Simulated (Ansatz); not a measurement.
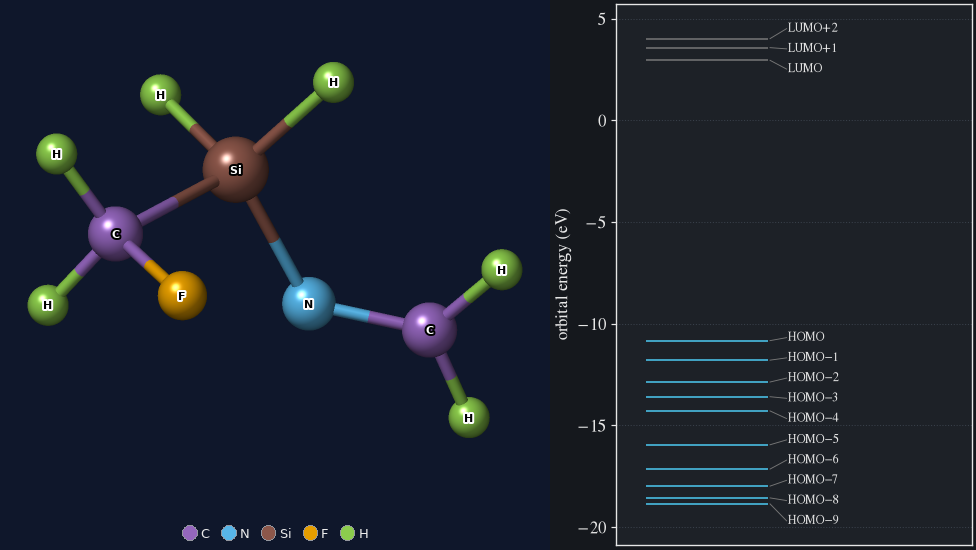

C₂H₆FNSi, SMILES C=N[SiH2]CF. Hartree-Fock orbital energies near the frontier, HF/def2-TZVPP, the Ansatz code, at a PBE0-D4/def2-TZVP geometry (a minimum by its frequencies), isolated molecule; empty levels in grey, levels within 0.03 eV side by side.

Q: Where do the frontier orbitals lie?

A: HOMO at −10.83 eV, LUMO at 2.95 eV, 13.78 eV apart.

Q: List the levels.

A:
```
orbital  energy (eV)
 LUMO+2         4.02
 LUMO+1         3.57
   LUMO         2.95
   HOMO       −10.83
 HOMO−1       −11.79
 HOMO−2       −12.87
 HOMO−3       −13.59
 HOMO−4       −14.29
 HOMO−5       −15.95
 HOMO−6       −17.15
 HOMO−7       −17.99
 HOMO−8       −18.57
 HOMO−9       −18.86
```

Note: one conformer of a flexible molecule; empty levels above zero depend strongly on the basis.
